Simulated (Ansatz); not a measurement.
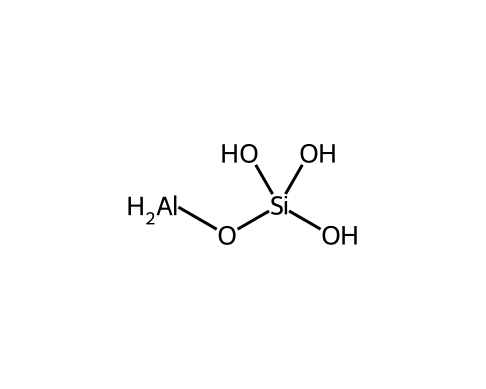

> Give its SMILES.

O[Si](O)(O)[O][AlH2]

> Give the formula, hydrogens included.

AlH5O4Si.

More results for the same structure follow; atom numbers are the same in all pictures, views and colours differ. The computed structure is the end point of a PBE0-D4/def2-TZVP optimisation.

### Shape

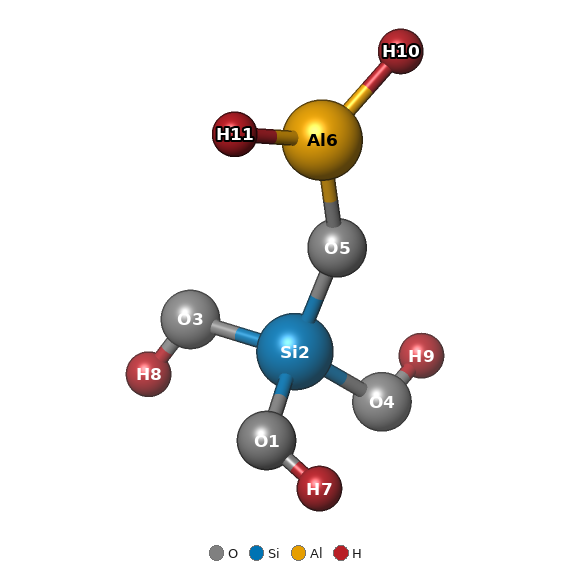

List the bonds and their lengths.

```
   bond  length (Å)
 O1–Si2       1.632
  O1–H7       0.958
 Si2–O3       1.633
 Si2–O4       1.637
 Si2–O5       1.610
  O3–H8       0.958
  O4–H9       0.958
 O5–Al6       1.690
Al6–H10       1.579
Al6–H11       1.579
```

### Charges

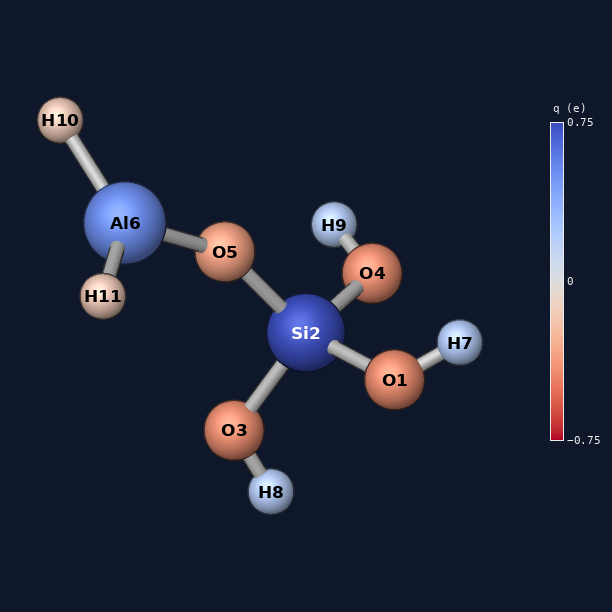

Atoms are coloured by their Mulliken charges. Level of theory: RKS B3LYP-D4/def2-TZVPP (Ansatz 0.2.0).

> Which atom carries the highest charge (most positive or least negative)?

Si2 (0.73 e).

> And the lowest?

O1, O3, O4 (−0.40 e).

List the Mulliken charges.

```
atom  value (e)
  O1      −0.40
 Si2       0.73
  O3      −0.40
  O4      −0.40
  O5      −0.33
 Al6       0.50
  H7       0.20
  H8       0.19
  H9       0.19
 H10      −0.14
 H11      −0.14
```

### Dipole moment

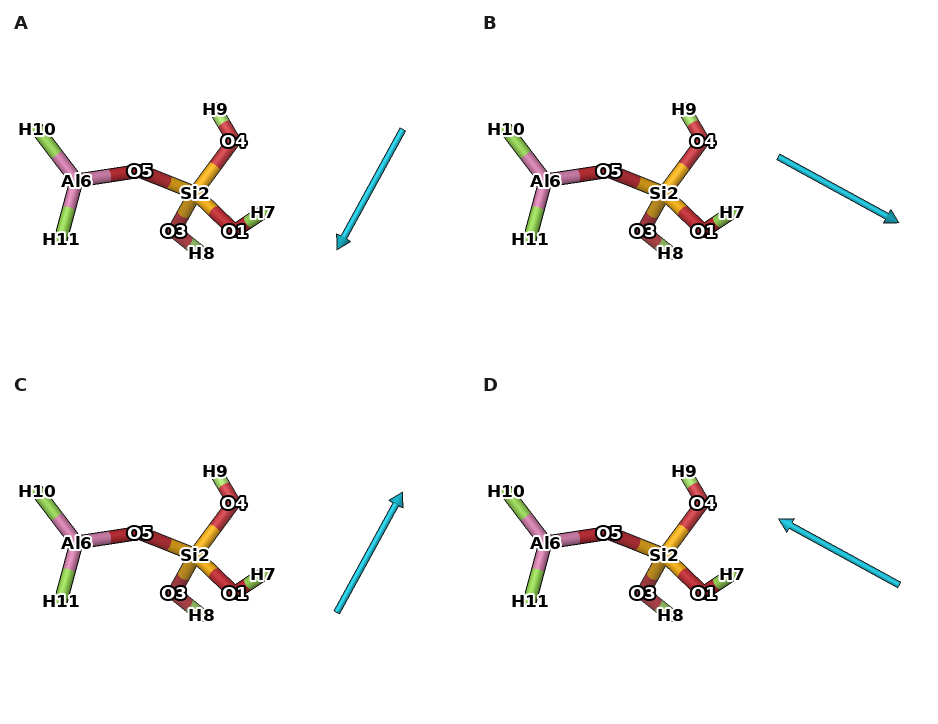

The same molecule four times, each with an arrow. Level of theory: RKS PBE-D4/def2-TZVPP (Ansatz 0.2.0).

> Which arrow points along the dipole moment, from the negative to the positive end?

C. The dipole moment is 1.07 D; it points from the side of H11 to the side of H9 (the outermost atoms at the two ends).

### Vibrations

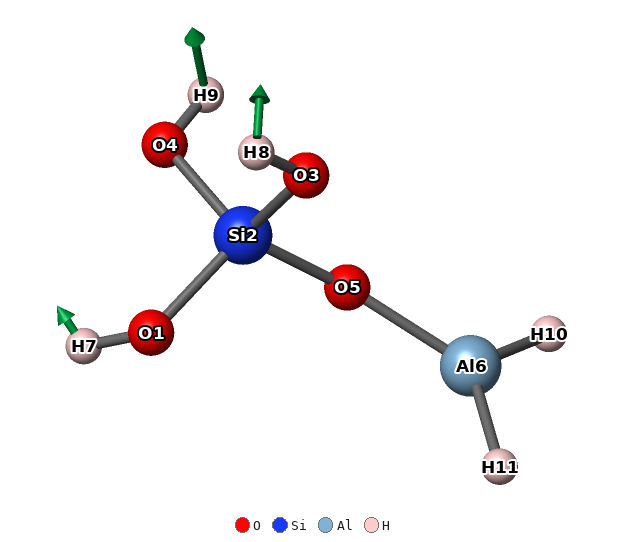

The arrows show one normal mode. Harmonic vibrations computed with RKS PBE0-D4/def2-TZVP (Ansatz 0.2.0) at a stationary point of the same level.

> At what wavenumber does it lie?

176 cm⁻¹; it is mode 4 of 27 counted from the lowest.

Mulliken values depend strongly on the basis set and can even reverse the polarity of a bond.
